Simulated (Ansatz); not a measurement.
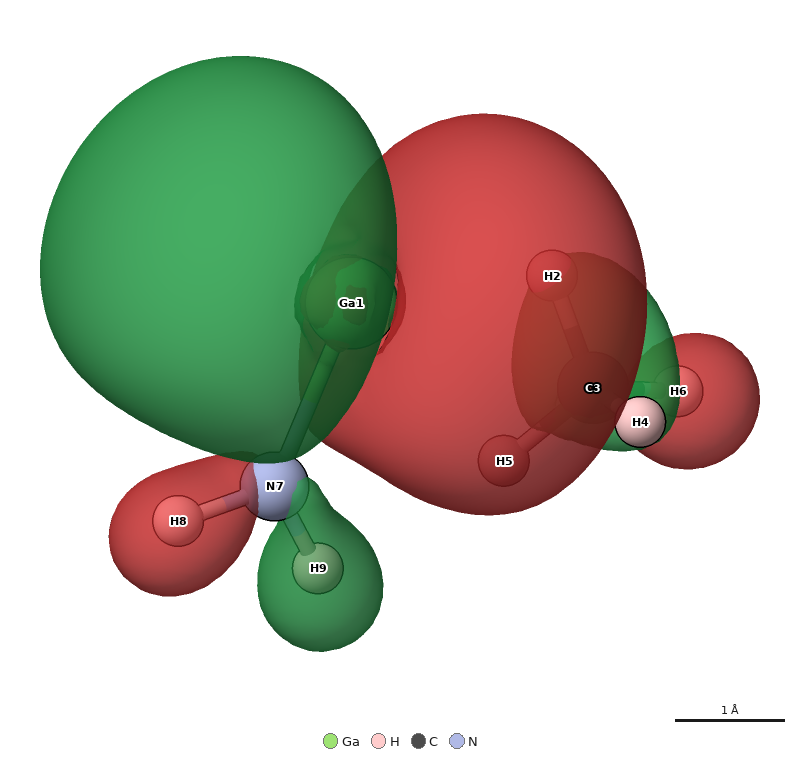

*GaH2N···CH4. The LUMO at ±0.06 Å⁻³ᐟ² (green and red are the two phases), seen at a tilt.*

Method: RKS r2SCAN-D4/def2-SVP (Ansatz 0.2.0).

The calculation's input:

```
crystal:
  periodic: [false, false, false]
  atoms:
    - { symbol: Ga, position_ang: [0.0, 0.0, 0.0] }
    - { symbol: H, position_ang: [1.0314, 0.0, 1.4384] }
    - { symbol: C, position_ang: [2.1439, 0.0, 0.3949] }
    - { symbol: H, position_ang: [2.4735, -1.0462, 0.2247] }
    - { symbol: H, position_ang: [2.0074, 0.508, -0.5825] }
    - { symbol: H, position_ang: [2.9135, 0.5381, 0.9867] }
    - { symbol: "N", position_ang: [-1.6714, 0.0, -0.965] }
    - { symbol: H, position_ang: [-2.3403, -0.8164, -0.8664] }
    - { symbol: H, position_ang: [-1.9204, 0.8164, -1.5936] }
basis:
  gaussian: { orbitals: def2-SVP }
hamiltonian:
  xc: r2scan
  dispersion: d4
relax:
  f_tol: 0.15
  max_steps: 25
  restrain:
    - { distance: [1, 2], at: 1.11, k: 30.0 }
    - { distance: [0, 1], at: 2.77, k: 30.0 }
    - { distance: [0, 2], at: 3.18, k: 30.0 }
output:
  orbitals: {}
```

Launched as:

```sh
ansatz run input.yaml --threads 2 --pin off --max-ram 3072MiB --backend cpu --events-out ev --progress --plain --runs-dir out
```

The fields are those of the run's last geometry, not of the input's.

Where does this orbital lie, and at what energy?

Answer. By Hirshfeld shares it lies mainly on Ga1 (about 80 %). Its energy is −1.30 eV.
